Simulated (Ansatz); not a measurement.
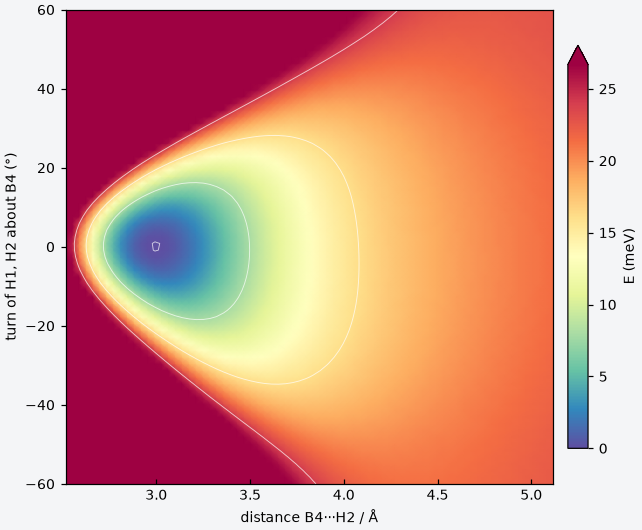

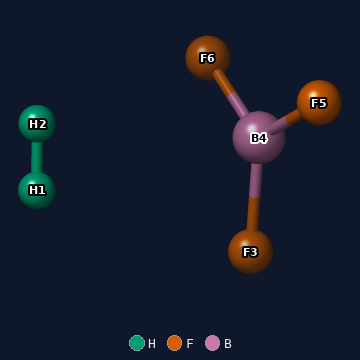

Energy landscape of the pair H₂···BF₃. The turn is about an axis along (−0.95, 0.26, 0.20) in the frame of the relaxed pair, normal to the line between the partners. First axis: distance B4···H2. Second axis: turn of H1, H2 about B4. The scan uses a 15 × 15 grid. Points are written as (first, second). Energies are in meV, from the lowest grid point. These are results of Ansatz 0.2.0, RHF/def2-SVPD, not measurements.

In the figure: a smooth colour map with a few white contour lines, one colour for all values above the top of the scale. Between grid points the surface is interpolated. The second picture is the structure at the lowest point.

Describe this landscape.

Answer. The lowest grid point is at (2.967 Å, 0.0°). No other kind of well shows on this grid. The highest grid point, (2.517 Å, 60.0°), lies 1190 meV above the lowest. Round the minimum the two coordinates are nearly uncoupled.

The values on the grid:

| turn of H1, H2 about B4 ↓, distance B4···H2 → | 2.517 | 2.582 | 2.688 | 2.818 | 2.967 | 3.132 | 3.311 | 3.503 | 3.705 | 3.918 | 4.141 | 4.372 | 4.613 | 4.861 | 5.117 |
| --- | --- | --- | --- | --- | --- | --- | --- | --- | --- | --- | --- | --- | --- | --- | --- |
| 60.0 | 1190 | 991 | 730 | 498 | 318 | 193 | 114 | 69 | 44 | 32 | 26 | 23 | 23 | 23 | 23 |
| 51.4 | 766 | 637 | 469 | 319 | 204 | 125 | 76 | 48 | 33 | 26 | 23 | 22 | 22 | 22 | 23 |
| 42.9 | 464 | 384 | 281 | 190 | 121 | 75 | 48 | 32 | 25 | 22 | 21 | 21 | 21 | 22 | 22 |
| 34.3 | 267 | 219 | 157 | 105 | 67 | 42 | 28 | 22 | 19 | 18 | 19 | 20 | 20 | 21 | 22 |
| 25.7 | 145 | 117 | 82 | 53 | 33 | 21 | 16 | 15 | 15 | 16 | 18 | 19 | 20 | 21 | 22 |
| 17.1 | 76 | 59 | 38 | 23 | 13 | 9 | 9 | 11 | 13 | 15 | 17 | 18 | 20 | 21 | 21 |
| 8.6 | 41 | 29 | 16 | 7 | 3 | 3 | 5 | 9 | 12 | 15 | 17 | 18 | 19 | 20 | 21 |
| 0.0 | 31 | 21 | 10 | 3 | 0 | 1 | 4 | 8 | 12 | 14 | 17 | 18 | 19 | 20 | 21 |
| −8.6 | 42 | 30 | 17 | 7 | 3 | 3 | 5 | 8 | 12 | 14 | 17 | 18 | 19 | 20 | 21 |
| −17.1 | 70 | 54 | 34 | 20 | 11 | 7 | 8 | 10 | 12 | 15 | 17 | 18 | 19 | 20 | 21 |
| −25.7 | 118 | 93 | 64 | 40 | 24 | 16 | 12 | 12 | 14 | 16 | 17 | 18 | 20 | 21 | 22 |
| −34.3 | 187 | 151 | 106 | 69 | 43 | 27 | 19 | 16 | 16 | 17 | 18 | 19 | 20 | 21 | 22 |
| −42.9 | 280 | 229 | 164 | 109 | 69 | 43 | 29 | 22 | 19 | 19 | 19 | 20 | 21 | 21 | 22 |
| −51.4 | 396 | 326 | 237 | 159 | 102 | 63 | 41 | 29 | 23 | 21 | 20 | 21 | 21 | 22 | 22 |
| −60.0 | 528 | 437 | 319 | 216 | 138 | 86 | 54 | 36 | 27 | 23 | 22 | 21 | 21 | 22 | 22 |

Each point was launched as `ansatz run input.yaml --threads 1 --pin off --max-ram 2560MiB --backend cpu --events-out ev --progress --plain --runs-dir out`. Time for the 225 points that were run: 5.3 min on 1 thread of Arm Neoverse V2, on a shared host.
